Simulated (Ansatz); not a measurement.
**AlH3 (SMILES [AlH3]): wB97M-V/3-21G**

Aim: the vertical electron affinity of AlH3 at wB97M-V/3-21G, from 2 runs. 

Program for the calculation: Ansatz 0.2.0.

74 further runs of the same task are left out: 3 that didn't finish, 71 set aside as unsound or not needed.

### Step 1. Starting point

AlH3 has 4 atoms, charge 0, and is taken as a singlet. As SMILES, `[AlH3]`. The shape is that of a PBE0-D4/def2-TZVP optimisation.

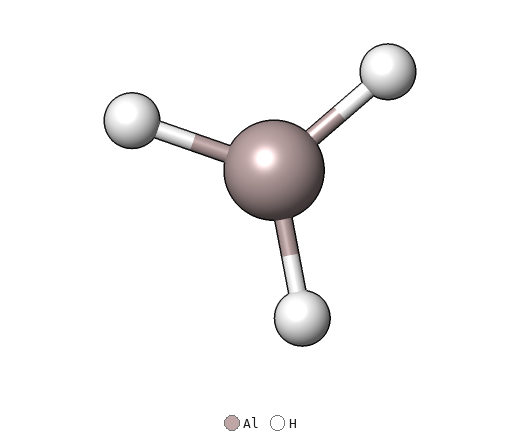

Viewed from a chosen angle; aluminium light grey, hydrogen white.

### Step 2. A single-point energy at wB97M-V/3-21G

in.yaml reads:

```yaml
crystal:
  periodic: [false, false, false]
  atoms:
    - {symbol: Al, position_ang: [0.013700, -0.014800, -0.005100]}
    - {symbol: H, position_ang: [0.633200, 0.670900, 1.283600]}
    - {symbol: H, position_ang: [-1.340800, -0.832000, 0.105100]}
    - {symbol: H, position_ang: [0.749400, 0.115700, -1.403900]}
basis:
  gaussian:
    orbitals: 3-21G.json
hamiltonian:
  xc: {name: wB97M-V}
accuracy: high
```

The basis set 3-21G is read from a file made from the Basis Set Exchange's data (not shown).

Started as:

```bash
ansatz run in.yaml --threads 1 --pin off --max-ram 2610MiB --events-out events.jsonl --progress --plain --runs-dir runs
```

Output:

```text
Warning: RAYON_NUM_THREADS=1 ignored (pool sized by the plan → 1); use --threads N
Functional definition: wB97M-V
  name "wB97M-V"
  parameter omega = 0.3/bohr
  parameter cx = 0.15
  parameter cx01 = 1.007
  parameter cx10 = 0.259
  parameter css00 = 0.443
  parameter css04 = -1.437
  parameter css10 = -4.535
  parameter css20 = -3.390
  parameter css43 = 4.278
  parameter cos00 = 1.000
  parameter cos10 = 1.358
  parameter cos20 = 2.924
  parameter cos21 = -8.812
  parameter cos60 = -1.390
  parameter cos61 = 9.142
  parameter b = 6.0
  parameter c = 0.01
  gx(w, u) = 1 - cx + cx01*u + cx10*w
  gss(w, u) = css00 + css04*u^4 + css10*w + css20*w^2 + css43*w^4*u^3
  gos(w, u) = cos00 + cos10*w + (cos20 + cos21*u)*w^2 + (cos60 + cos61*u)*w^6
  exchange = spin_sum(e_x_unif_sr(omega)*gx(b97_w, b97_u_x)) + cx*exact_x_sr(omega) + exact_x_lr(omega)
  correlation = spin_sum(e_c_pw_mod_same_spin*gss(b97_w, b97_u_same))
      + integral(e_c_pw_mod_opposite_spin*gos(b97_w_opposite, b97_u_opposite)) + vv10(b, c)
374 factors; integrals over basis functions are off by at most 2.6e-9 eV
164 factors; integrals over basis functions are off by at most 1.6e-9 eV
mean field evaluation 1: about -6606.8537 eV, gradient 6.7e0 eV
mean field evaluation 2: about -6607.0717 eV, gradient 1.3e0 eV
mean field evaluation 4: about -6607.0796 eV, gradient 3.3e-1 eV
mean field evaluation 8: about -6607.0806 eV, gradient 3.1e-4 eV
mean field evaluation 16: about -6607.0806 eV, gradient 4.3e-9 eV
mean field -6607.08061747 eV, -242.8057342519 hartree, gradient 5.1e-9 eV, S^2 0.000000; 0 other end points of the search recorded, 0 dependent functions left out
reference -6607.08062199 eV, -242.8057344179 hartree; 8, 8 occupied and 11, 11 virtual orbitals, 374 factors
Total energy: -6607.08062199 eV, -242.8057344179 hartree
```

Wall time 7.8 s (1 thread of Arm Neoverse V2, shared host); peak memory 0.22 GiB.

### Step 3. The doublet anion

job.yaml reads:

```yaml
crystal:
  periodic: [false, false, false]
  atoms:
    - {symbol: Al, position_ang: [0.013700, -0.014800, -0.005100]}
    - {symbol: H, position_ang: [0.633200, 0.670900, 1.283600]}
    - {symbol: H, position_ang: [-1.340800, -0.832000, 0.105100]}
    - {symbol: H, position_ang: [0.749400, 0.115700, -1.403900]}
basis:
  gaussian:
    orbitals: 3-21G.json
total_charge: -1
magnetization:
  spin_polarized: true
  initial_magnetization: 1
hamiltonian:
  xc: {name: wB97M-V}
accuracy: high
```

The basis set 3-21G is read from a file made from the Basis Set Exchange's data (not shown).

Started as:

```bash
ansatz run job.yaml --threads 1 --pin off --max-ram 2610MiB --events-out events.jsonl --progress --plain --runs-dir runs
```

Output (excerpt; [...] marks lines left out):

```text
Warning: RAYON_NUM_THREADS=1 ignored (pool sized by the plan → 1); use --threads N
Functional definition: wB97M-V
  name "wB97M-V"
[...]
  gx(w, u) = 1 - cx + cx01*u + cx10*w
  gss(w, u) = css00 + css04*u^4 + css10*w + css20*w^2 + css43*w^4*u^3
  gos(w, u) = cos00 + cos10*w + (cos20 + cos21*u)*w^2 + (cos60 + cos61*u)*w^6
[...]
      + integral(e_c_pw_mod_opposite_spin*gos(b97_w_opposite, b97_u_opposite)) + vv10(b, c)
374 factors; integrals over basis functions are off by at most 2.6e-9 eV
164 factors; integrals over basis functions are off by at most 1.6e-9 eV
[...]
mean field -6606.85684307 eV, -242.7975106944 hartree, gradient 6.6e-8 eV, S^2 0.751507; 0 other end points of the search recorded, 0 dependent functions left out
reference -6606.85684670 eV, -242.7975108278 hartree; 9, 8 occupied and 10, 11 virtual orbitals, 374 factors
Total energy: -6606.85684670 eV, -242.7975108278 hartree
```

Wall time 12 s (1 thread of Arm Neoverse V2, shared host); peak memory 0.4 GiB.

### Step 4. Summary of results

At wB97M-V/3-21G:

```
                                         quantity          value
                       singlet AlH3: total energy  -242.80573 Eh
                      doublet anion: total energy  -242.79751 Eh
                              doublet anion: ⟨S²⟩          0.752
vertical electron affinity (to the doublet anion)      -0.224 eV
```

What this shows: The anion lies 0.22 eV (5.2 kcal/mol) above the neutral: the electron isn't bound at this level, and such a value depends on the basis. Without diffuse functions anions come out too high.
